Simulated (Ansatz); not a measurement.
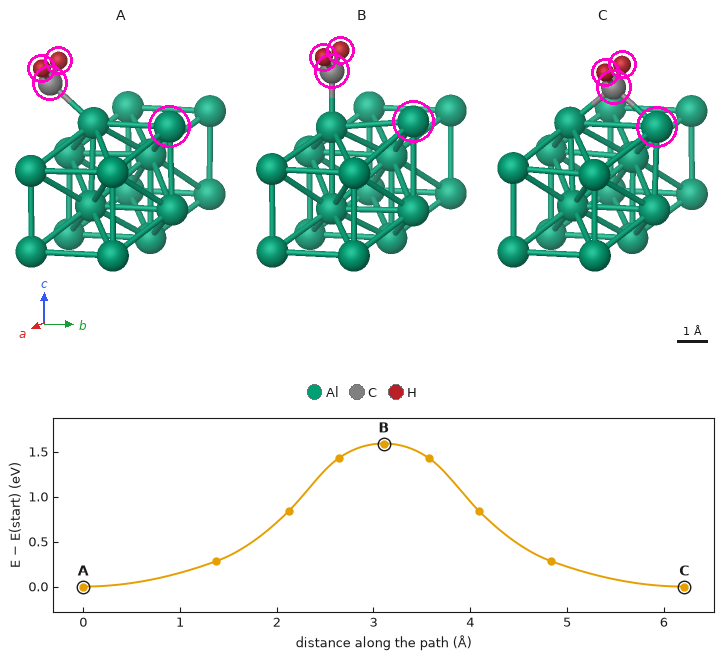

A nudged-elastic-band calculation for CH2 on Al(110) (19 atoms in the cell). Images are numbered from 0 (start) to 8 (end). Frames A to C are images 0, 4, 8. A ball-and-stick model of the simulation cell, with the vacuum cut short (origin moved), seen slightly off an axis. The atoms that move most are ringed. Bonds to atoms that aren't drawn are left out.

These are results of DFT PBE-D3(BJ), scalar-relativistic, plane waves, PAW (Ansatz), not measurements.

The input:
```yaml
crystal:
  lattice:
    - [8.1, 0.0, 0.0]
    - [0.0, 5.727565, 0.0]
    - [0.0, 0.0, 16.295674]
  atoms:
    - { symbol: Al, position: [0.25, 0.25, 0.061366] }
    - { symbol: Al, position: [0.75, 0.25, 0.061366] }
    - { symbol: Al, position: [0.25, 0.75, 0.061366] }
    - { symbol: Al, position: [0.75, 0.75, 0.061366] }
    - { symbol: Al, position: [-0.00026582, -4.221e-05, 0.14297569] }
    - { symbol: Al, position: [0.50006471, -0.0010363, 0.13862533] }
    - { symbol: Al, position: [0.00027888, 0.50005953, 0.1429648] }
    - { symbol: Al, position: [0.49993686, 0.50105923, 0.1386274] }
    - { symbol: Al, position: [0.25409108, 0.24858042, 0.22944729] }
    - { symbol: Al, position: [0.74591357, 0.25150165, 0.22943856] }
    - { symbol: Al, position: [0.25203793, 0.74962424, 0.23506375] }
    - { symbol: Al, position: [0.74794778, 0.75044159, 0.23506338] }
    - { symbol: Al, position: [-0.00014655, -0.01671777, 0.31499249] }
    - { symbol: Al, position: [0.50046887, 0.00192809, 0.31122703] }
    - { symbol: Al, position: [0.00013263, 0.51671569, 0.31497917] }
    - { symbol: Al, position: [0.49953538, 0.4981484, 0.31122974] }
    - { symbol: C, position: [-0.00010466, 0.25003203, 0.39310329] }
    - { symbol: H, position: [-0.11133049, 0.2505172, 0.43194689] }
    - { symbol: H, position: [0.11102035, 0.24952137, 0.43201893] }
basis:
  ecutwfc: 420.0
kpoints:
  mp_grid: { grid: [3, 4, 1] }
hamiltonian:
  xc: pbe
  dispersion: d3bj
scf:
  occupations: { method: gaussian, width: 0.15 }
  lower_state_search: "off"
neb:
  images: 7
  f_tol: 0.03
  initial_path: idpp
  max_iterations: 70
  spring: { min: 2.0, max: 10.0 }
  constraints: [{ sites: [0, 1, 2, 3] }]
  final_atoms:
    - { symbol: Al, position: [0.25, 0.25, 0.061366] }
    - { symbol: Al, position: [0.75, 0.25, 0.061366] }
    - { symbol: Al, position: [0.25, 0.75, 0.061366] }
    - { symbol: Al, position: [0.75, 0.75, 0.061366] }
    - { symbol: Al, position: [0.00027888, 5.952e-05, 0.1429648] }
    - { symbol: Al, position: [0.49993686, 0.00105922, 0.1386274] }
    - { symbol: Al, position: [-0.00026582, 0.49995778, 0.14297569] }
    - { symbol: Al, position: [0.50006471, 0.49896369, 0.13862533] }
    - { symbol: Al, position: [0.25203793, 0.24962423, 0.23506375] }
    - { symbol: Al, position: [0.74794778, 0.25044158, 0.23506338] }
    - { symbol: Al, position: [0.25409108, 0.74858041, 0.22944729] }
    - { symbol: Al, position: [0.74591357, 0.75150164, 0.22943856] }
    - { symbol: Al, position: [0.00013263, 0.01671568, 0.31497917] }
    - { symbol: Al, position: [0.49953538, -0.00185161, 0.31122974] }
    - { symbol: Al, position: [-0.00014655, 0.48328222, 0.31499249] }
    - { symbol: Al, position: [0.50046887, 0.50192808, 0.31122703] }
    - { symbol: C, position: [-0.00010466, 0.75003202, 0.39310329] }
    - { symbol: H, position: [-0.11133049, 0.75051719, 0.43194689] }
    - { symbol: H, position: [0.11102035, 0.74952136, 0.43201893] }
  order_check: true
```

Run as
```bash
ansatz run input.yaml --threads 2 --pin off --max-ram 5120MiB --backend cpu --events-out ev --progress --plain --runs-dir out
```

### Describe the mechanism and the energy profile.

An H atom travels furthest, 2.86 Å from end to end, on a path that bends up to 0.42 Å away from the straight line. It doesn't move alone: C (2.86 Å), H (2.86 Å) move with it. The two ends have the same energy, and the highest point, image 4, lies 1.59 eV above the start. The band converged in 8 iterations. The largest component of the band force went from 6.4 to 0.03 eV/Å. The climbing image converged on the top of the path. A check of its curvatures didn't confirm a first-order saddle.

Limits of the set-up: the periodic images lie only 5.7 Å apart, so the values are limited by the cell's size.

Cost: 11 min on 2 threads of INTEL(R) XEON(R) PLATINUM 8581C CPU @ 2.10GHz (Emerald Rapids) (shared host), peak memory 2 GiB.
